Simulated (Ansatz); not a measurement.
# Li(100) film, 1 layer, flat: channels in plane against thickness

Aim: the ballistic channels of flat films against thickness, first Li(100) film, 1 layer, flat.

Calculated with Ansatz 0.2.0; Ansatz plane-wave DFT, PBE, PAW files; ballistic transport by layer matching (Landauer), zero bias.

### Step 1. The structure

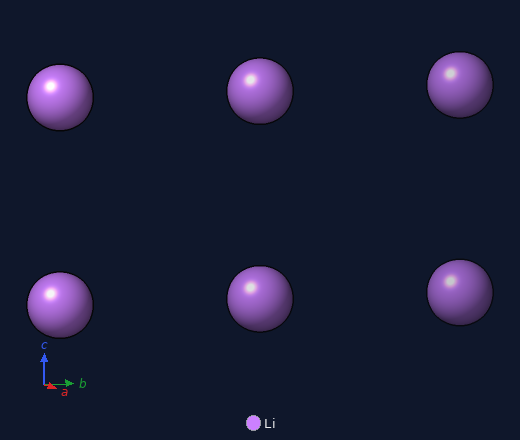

The cell as given, from the side, with the c axis up (lithium purple). 1×2×1 cells are drawn. Some periodic images of atoms are drawn too.

The cell holds 1 atom: 1 Li. Cell: a = 11.000 Å, b = 3.510 Å, c = 3.510 Å, α = 90.0°, β = 90.0°, γ = 90.0°. It derives from Li. Vacuum lies along a. The structure's axis is c.

### Step 2. With 1 layer

Vacuum lies along the first vector, which takes one k-point, and the current runs in the film's plane. One period is a perfect wire, so its channels are the result. Energies from -0.27 to 0.27 eV in steps of 0.036 eV cover the slope of the Fermi function at 300 K, so the program can form a conductance.

Input file input.yaml:

```yaml
crystal:
  lattice:
    - [11.0, 0.0, 0.0]
    - [0.0, 3.51, 0.0]
    - [0.0, 0.0, 3.51]
  atoms:
    - { symbol: Li, position: [0.4090909091, 0.0, 0.0] }
kpoints:
  mp_grid: { grid: [1, 12, 12] }
hamiltonian:
  xc: pbe
scf:
  occupations: { method: fermi_dirac, width: 0.1 }
output:
  transmission:
    leads: [[0, 0]]
    kmesh: [1, 36]
    e_range: [-0.27, 0.27]
    de: 0.036
```

On the command line:

```bash
> ansatz run input.yaml --threads 4 --pin off --max-ram 8192MiB --backend cpu --events-out ev --progress --plain --runs-dir out
```

Numbers of over 12 decimals in the logs are rounded to 6 here.

The log of the run:

```text
Engine: ansatz 0.2.0, x86_64-unknown-linux-gnu
Pseudopotentials: kind: paw
Pseudopotential: Li, paw, valence charge 3, recommended cutoff 420 eV (normal), Li.paw.azcp
Functional definition: PBE
  parameter kappa = 0.804
  parameter beta = 0.066725
  exchange = pbe_x(kappa = kappa, mu = beta*pi^2/3)
  correlation = pbe_c(beta = beta)
Crystal: 1 atoms, lattice volume = 135.521 Å³
Basis set: ecut = 420 eV, 2633 PW (Γ)
Bands: 6, of which v1, the nominal top of the filled ones, is band 2 counted from 1 (1 counted from 0)
Symmetry: 16 space group operations
Space group: P4/mmm (ITA 123), of the structure as read, at distance tolerance 5.1e-5 Å
k-points: 28 of 144
Non-local potential: Li, projectors of the file, l = 0: 3, l = 1: 2, l = 2: 1
PAW form: soft (Blöchl's): semilocal exchange-correlation on the pseudo side does not see the compensation charge
PAW one-centre angular grid: Li, 110 points (default); XC on 64 Gauss nodes
Initial density: superposition of atomic densities (neutral atoms: chi_scale 0, normalization atom), corrected by the library's trained network
Initial wavefunctions: pseudopotential atomic-orbital guess
Functional: x = pbe(κ = 0.804, μ = 0.219515), c = pbe(β = 0.066725)
SCF iter   1: F=—  HF=-203.970393 eV  |F-HF|=—  |Δ(HF+E_count)|=         —  Δρ=4.71e-4  dr2=4.93e-4  ethr=1.77e-3  ⟨swp⟩=4.5  Hψ=1363  notcnv=0
preconditioner: auto → LDOS  [insulator: Δε(μ)=0.290 eV  Ē_g=4.578 eV  σ=0.100 eV  W_gap=0.59  n_scr=4 (ndim 8)  ℏωp=3.2 eV  f_vac=0.482  D(μ)=0.62/eV (n_scr^D=2)  ε∞_Penn≈1.5  β→1.0]
SCF iter   2: F=—  HF=-203.972178 eV  |F-HF|=—  |Δ(HF+E_count)|=   1.78e-3  Δρ=1.19e-4  dr2=5.30e-5  ethr=1.64e-5  ⟨swp⟩=2.0  Hψ=508  notcnv=0
SCF iter   3: F=—  HF=-203.972224 eV  |F-HF|=—  |Δ(HF+E_count)|=   4.61e-5  Δρ=3.60e-5  dr2=6.17e-6  ethr=1.77e-6  ⟨swp⟩=1.8  Hψ=229  notcnv=0
iter 4 did not close the SCF: its close was put off for the readings that it lacked (scf_convergence_deferred on its scf_iter line)
SCF iter   4: F=-203.972227 eV  HF=-203.972227 eV  |F-HF|=7.82e-9  |Δ(HF+E_count)|=   2.32e-6  Δρ=5.99e-6  dr2=9.29e-8  ethr=2.06e-7  ⟨swp⟩=1.6  Hψ=184  notcnv=0
iter 5 did not close the SCF: its close was put off for the readings that it lacked (scf_convergence_deferred on its scf_iter line)
SCF iter   5: F=-203.972227 eV  HF=-203.972227 eV  |F-HF|=3.42e-9  |Δ(HF+E_count)|=   2.33e-8  Δρ=9.06e-7  dr2=2.05e-9  ethr=3.10e-9  ⟨swp⟩=2.2  Hψ=217  notcnv=0
SCF iter   6: F=-203.972227 eV  HF=-203.972227 eV  |F-HF|=7.49e-11  |Δ(HF+E_count)|=   3.73e-9  Δρ=2.23e-7  dr2=1.95e-10  ethr=6.84e-11  ⟨swp⟩=1.0  Hψ=450  notcnv=0
SCF 1 converged in 6 iterations: F = -203.972227 eV  dr2 = 1.95e-10
  greatest PAW one-centre occupation: 1.000 electrons in one spin orbital (limit 2), on the Li atom at site 0 (counted from 0), in its partial waves of l = 0
transmission: 10 of 95 steps passed
transmission: 20 of 95 steps passed
[...]
transmission: 95 of 95 steps passed
SCF converged after 6 iterations
Free energy (F): -203.972227 eV
Harris-Foulkes:  -203.972227 eV  (|F-HF|=7.49e-11)
Internal energy: -203.950900 eV  (E = F + TS)
E sigma→0 (E₀):  -203.961563 eV
Entropy (-TS):   -0.021327 eV (-21.327 meV/atom)
Fermi energy:    -2.340458 eV
--- Per-component energies (eV) ---
  E_band       = -104.009314
  E_kinetic    = 19.455654
  E_local      = -231.505461  (includes V_loc(G=0)·N_el)
  E_nonlocal   = -33.397843
  E_hartree    = 82.652353
  E_xc         = -8.794619
  E_vxc        = -11.281537  (∫ρ·V_xc dr)
  E_paw        = -20.943755  (= ΣΔE_a)
  E_vpaw       = -12.584672  (= ΣTr[D̂ρ^β])
  E_aug_tail   = 0.000015  (compensation charges beyond the density's cutoff)
  E_ewald      = -11.417243
  E_smearing   = -0.021327  (= −TS)
  E_closure    = 0.000000  (closes the sum)
  Σ components = -203.972227   (vs F -203.972227, Δ=0.00e0)
--- Band table (eV; the first three rows and the last of 28) ---
  k-point 0: bands = ["-50.4419", "-3.9356", "-1.4973", "0.3049", "2.6500", "3.2905"]
  k-point 1: bands = ["-50.4418", "-3.8652", "-1.4148", "0.3864", "2.7305", "3.3459"]
  k-point 2: bands = ["-50.4416", "-3.6548", "-1.1680", "0.6286", "2.9689", "3.0538"]
  k-point 27: bands = ["-50.4399", "0.2880", "0.2880", "2.3217", "2.7450", "3.1637"]
--- Transmission ---
  basis      : 335 plane waves across, 5 finite elements along
  points     : 19, standing for a mesh of 1 x 36
  filling    : by the input's occupations and mesh, since the crystals that have channels conduct as metals do. If one of these is a semiconductor, that mesh has misplaced its level
  energies   : 16 from -0.270000 to 0.270000 eV about the Fermi level, 0.036000 eV apart; the leads are filled to 0.000000 eV, and channels, transmission and decay are at 0.018000 eV
  crystal 0  : Li1, at the sites [0, 0], period 3.5100 Å: whole cells are its period
    offset         : up to 0.0000 Å between an atom of the period and one for which it stands
    filled         : 16.2 meV over the level at which it is neutral
    channels       : 8.055556e-1 a spin
    conductance    : 1.6190e14 S/m² at 300 K; may be off by some 0.0 % by where its bands' edges are placed, 10.9 % from the k-mesh, 0.2 % from the distance to neutral
    slowest decay  : 0.1425 /Å at (0.0000, 0.4167)
```

The job ended after 95 s (4 threads of Intel Xeon Platinum 8259CL at 2.50GHz (Skylake/Cascade Lake), shared host; peak memory 1.1 GiB; 6 min of CPU time).

This step gave:

- free energy: -203.9722 eV
- energy at zero smearing: -203.9616 eV
- Fermi energy: -2.340 eV
- cell area: 38.61 Å²
- open channels per spin nearest the Fermi level: 0.8056
- estimated errors of the lead's conductance: 0, 10.9, 0.2 % (band edges, k-mesh, distance from neutral)
- lead conductance per cell: 0.8068 G₀

Per spin. Open channels, zone mean, lead against energy, zero at the Fermi level:

```
energy (eV)  open channels, zone mean, lead
     -0.270                            0.75
     -0.234                            0.75
     -0.198                            0.75
     -0.162                            0.75
     -0.126                            0.75
     -0.090                           0.806
     -0.054                           0.806
     -0.018                           0.806
      0.018                           0.806
      0.054                           0.806
      0.090                           0.861
      0.126                           0.861
      0.162                           0.861
      0.198                           0.861
      0.234                           0.861
      0.270                           0.861
```

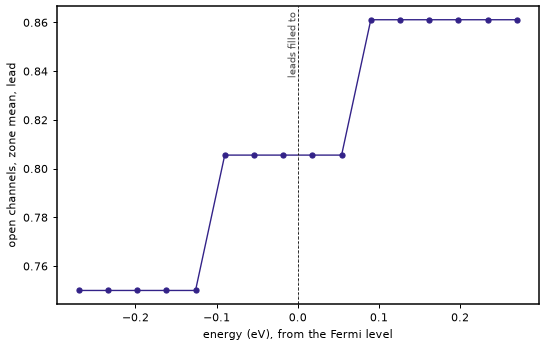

Open channels, zone mean, lead, plotted against energy.

The program's largest error estimate for it is 11 %, from the k-mesh.

### Step 3. With 2 layers, thickness 3.51 A

The film grows to 2 layers.

System of this step: Li(100) film, 2 layers, flat. The cell holds 2 atoms: 2 Li. Its edges and angles: a = 12.755 Å, b = 3.510 Å, c = 3.510 Å, α = 90.0°, β = 90.0°, γ = 90.0°. It derives from Li. Vacuum lies along a. The structure's axis is c.

input.yaml, the sections that differ from step 2:

```yaml
crystal:
  lattice:
    - [12.755, 0.0, 0.0]
    - [0.0, 3.51, 0.0]
    - [0.0, 0.0, 3.51]
  atoms:
    - { symbol: Li, position: [0.3528028224, 0.0, 0.0] }
    - { symbol: Li, position: [0.4903959232, 0.5, 0.5] }
# kpoints, hamiltonian, scf, output: as in step 2
```

The log of the run:

```text
[...]
Crystal: 2 atoms, lattice volume = 157.143 Å³
Basis set: ecut = 420 eV, 3063 PW (Γ)
Bands: 7, of which v1, the nominal top of the filled ones, is band 3 counted from 1 (2 counted from 0)
Symmetry: 16 space group operations
[...]
k-points: 28 of 144
[...]
Fermi energy:    -1.748609 eV
[...]
--- Band table (eV; the first three rows and the last of 28) ---
[...]
--- Transmission ---
  basis      : 393 plane waves across, 5 finite elements along
  points     : 19, standing for a mesh of 1 x 36
[...]
crystal 0  : Li2, at the sites [0, 0], period 3.5100 Å: whole cells are its period
[...]
filled         : 10.2 meV under the level at which it is neutral
    channels       : 1.500000e0 a spin
[...]
[key lines of the parts left out:]
SCF converged after 6 iterations
Free energy (F): -408.660709 eV
```

Wall time 2.6 min (4 threads); peak memory 1.4 GiB; 9.7 min of CPU time.

Numbers from this step:

* free energy: -408.6607 eV
* energy at zero smearing: -408.6384 eV
* Fermi energy: -1.749 eV
* cell area: 44.77 Å²
* open channels per spin nearest the Fermi level: 1.444
* estimated errors of the lead's conductance: 0, 2.9, 0.7 % (band edges, k-mesh, distance from neutral)
* lead conductance per cell: 1.463 G₀

Per spin. The open channels, zone mean, lead by energy, zero at the Fermi level:

```
energy (eV)  open channels, zone mean, lead
     -0.270                            1.22
     -0.234                            1.28
     -0.198                            1.33
     -0.162                            1.33
     -0.126                            1.33
     -0.090                            1.39
     -0.054                            1.39
     -0.018                            1.44
      0.018                             1.5
      0.054                             1.5
      0.090                             1.5
      0.126                            1.56
      0.162                            1.56
      0.198                            1.56
      0.234                            1.67
      0.270                            1.67
```

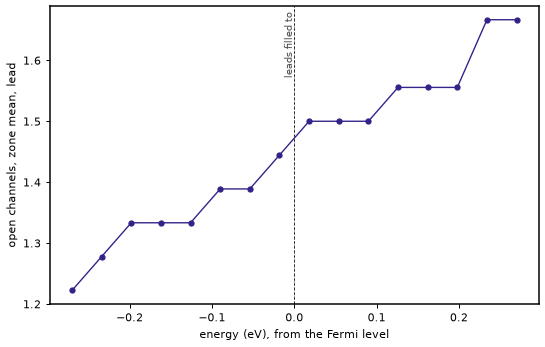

Open channels, zone mean, lead against energy.

The lead conductance per cell is 1.46 G₀, 1.8 times the 0.807 G₀ of the last finished run.

### Step 4. With 3 layers, thickness 5.265 A

The film grows to 3 layers.

System of this step: Li(100) film, 3 layers, flat. The cell holds 3 atoms: 3 Li. Cell: a = 14.510 Å, b = 3.510 Å, c = 3.510 Å, α = 90.0°, β = 90.0°, γ = 90.0°. It derives from Li. Vacuum lies along a. The structure's axis is c.

input.yaml, the sections that differ from step 3:

```yaml
crystal:
  lattice:
    - [14.51, 0.0, 0.0]
    - [0.0, 3.51, 0.0]
    - [0.0, 0.0, 3.51]
  atoms:
    - { symbol: Li, position: [0.3101309442, 0.0, 0.0] }
    - { symbol: Li, position: [0.4310820124, 0.5, 0.5] }
    - { symbol: Li, position: [0.5520330806, 0.0, 0.0] }
# kpoints, hamiltonian, scf, output: as in step 3
```

The log of the run:

```text
[...]
Crystal: 3 atoms, lattice volume = 178.765 Å³
Basis set: ecut = 420 eV, 3469 PW (Γ)
Bands: 9, of which v1, the nominal top of the filled ones, is band 5 counted from 1 (4 counted from 0)
Symmetry: 16 space group operations
[...]
k-points: 28 of 144
[...]
Fermi energy:    -1.386089 eV
[...]
--- Band table (eV; the first three rows and the last of 28) ---
[...]
--- Transmission ---
  basis      : 435 plane waves across, 5 finite elements along
  points     : 19, standing for a mesh of 1 x 36
[...]
crystal 0  : Li3, at the sites [0, 0], period 3.5100 Å: whole cells are its period
[...]
filled         : 10.6 meV over the level at which it is neutral
    channels       : 1.888889e0 a spin
[...]
[key lines of the parts left out:]
SCF converged after 6 iterations
Free energy (F): -613.372724 eV
```

Run time: 3.8 min. Hardware: 4 threads; peak memory 1.7 GiB; 14 min of CPU time.

This step gave:

* free energy: -613.3727 eV
* energy at zero smearing: -613.3484 eV
* Fermi energy: -1.386 eV
* cell area: 50.93 Å²
* open channels per spin nearest the Fermi level: 1.889
* estimated errors of the lead's conductance: 0, 10.4, 0.3 % (band edges, k-mesh, distance from neutral)
* lead conductance per cell: 1.877 G₀

Per spin. The open channels, zone mean, lead by energy, zero at the Fermi level:

```
energy (eV)  open channels, zone mean, lead
     -0.270                            1.67
     -0.234                            1.78
     -0.198                            1.78
     -0.162                            1.72
     -0.126                            1.83
     -0.090                            1.83
     -0.054                            1.83
     -0.018                            1.89
      0.018                            1.89
      0.054                            1.89
      0.090                            1.94
      0.126                            1.94
      0.162                               2
      0.198                               2
      0.234                            2.14
      0.270                            2.19
```

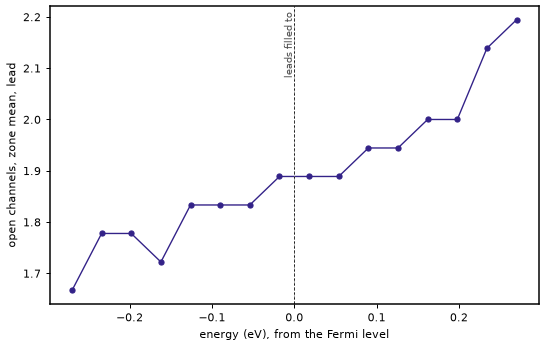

Open channels, zone mean, lead, plotted against energy.

The lead conductance per cell is 1.88 G₀, 28 % over the 1.46 G₀ of the last finished run.

### Step 5. With 4 layers, thickness 7.02 A

The film grows to 4 layers.

System of this step: Li(100) film, 4 layers, flat. The cell holds 4 atoms: 4 Li. Cell: a = 16.265 Å, b = 3.510 Å, c = 3.510 Å, α = 90.0°, β = 90.0°, γ = 90.0°. It derives from Li. Vacuum lies along a. The structure's axis is c.

input.yaml, the sections that differ from step 4:

```yaml
crystal:
  lattice:
    - [16.265, 0.0, 0.0]
    - [0.0, 3.51, 0.0]
    - [0.0, 0.0, 3.51]
  atoms:
    - { symbol: Li, position: [0.2766676914, 0.0, 0.0] }
    - { symbol: Li, position: [0.384568091, 0.5, 0.5] }
    - { symbol: Li, position: [0.4924684906, 0.0, 0.0] }
    - { symbol: Li, position: [0.6003688903, 0.5, 0.5] }
# kpoints, hamiltonian, scf, output: as in step 4
```

The log of the run:

```text
[...]
Crystal: 4 atoms, lattice volume = 200.386 Å³
Basis set: ecut = 420 eV, 3899 PW (Γ)
Bands: 10, of which v1, the nominal top of the filled ones, is band 6 counted from 1 (5 counted from 0)
Symmetry: 16 space group operations
[...]
k-points: 28 of 144
[...]
Fermi energy:    -1.234145 eV
[...]
--- Band table (eV; the first three rows and the last of 28) ---
[...]
--- Transmission ---
  basis      : 493 plane waves across, 5 finite elements along
  points     : 19, standing for a mesh of 1 x 36
[...]
crystal 0  : Li4, at the sites [0, 0], period 3.5100 Å: whole cells are its period
[...]
filled         : 8.8 meV over the level at which it is neutral
    channels       : 2.472222e0 a spin
[...]
[key lines of the parts left out:]
SCF converged after 6 iterations
Free energy (F): -818.051648 eV
```

Wall time 5.4 min (4 threads); peak memory 2.1 GiB; 20 min of CPU time.

This step gave:

| Item | Value |
| --- | --- |
| free energy | -818.0516 eV |
| energy at zero smearing | -818.0130 eV |
| Fermi energy | -1.234 eV |
| cell area | 57.09 Å² |
| open channels per spin nearest the Fermi level | 2.417 |
| estimated errors of the lead's conductance | 0, 7.5, 0.5 % (band edges, k-mesh, distance from neutral) |
| lead conductance per cell | 2.477 G₀ |

[end of part 1 of 2]

[Logs are printed without paths, hosts, clocks, repeated set-up lines and the standing remarks that a program may print on its own settings, such as how far it seeks lower states.]

[Hosts, paths, dates, database ids (printed as entryN), source tags and the programs' standing remarks are cut or masked in the printed files.]
